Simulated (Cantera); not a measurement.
Feed: 1 mol Zr, 0.35 mol N2O, 350 mol H2, held at 0.0220 bar.

Cantera equilibrium calculation (NASA polynomials, part measured and part estimated; ideal gas, pure solids and liquids). Candidate condensed phases: H2O, Zr, ZrN, ZrO2; 28 gas species. Mutual solubility and eutectic melting of coexisting phases are not modelled. ZrN: taken at fixed stoichiometry. Condensed phases not in the tables: solid solutions among these carbides, nitrides and lower oxides, N, O or C dissolved in the metal. The numbers say what is thermodynamically allowed, not how fast it happens.

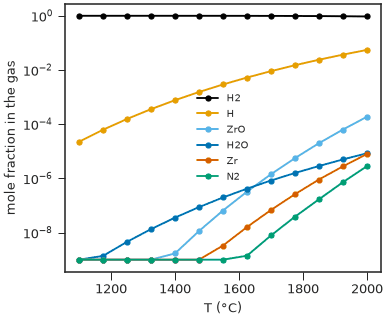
Figure. Equilibrium gas composition (values under 1e-9 drawn at 1e-9)

Problem. Read off the mole fractions at 1925 °C.

Solution. H2 about 0.96, H about 0.037, ZrO about 6.3e-5, H2O about 5.0e-6, Zr about 2.8e-6, N2 about 7.2e-7.
